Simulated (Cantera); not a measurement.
A closed system holds: 1 mol Fe3O4, 0.9 mol H2, equilibrated at 210 Pa.

Equilibrium computed with Cantera from the NASA thermochemical tables; the gas is ideal and each condensed phase is pure. Candidate condensed phases: Fe, FeO, Fe(OH)2, Fe(OH)3, Fe2O3, Fe3O4, H2O; 12 gas species. Mutual solubility and eutectic melting of coexisting phases are not modelled. The tables' stoichiometric FeO is somewhat more stable than real wüstite, so its field is too wide. FeO: taken at fixed stoichiometry. Kinetics and transport are ignored.

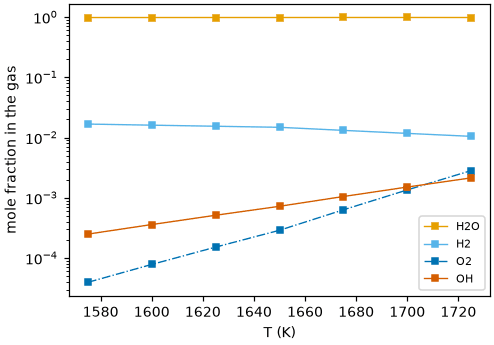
Figure. Equilibrium gas composition (values under 1e-9 drawn at 1e-9)

From 1575 K to 1625 K the condensed part is FeO(s) + Fe3O4(s). From 1650 K to 1725 K the condensed part is FeO(l) + Fe3O4(s). The main Fe-bearing gas is Fe(OH)2 throughout.
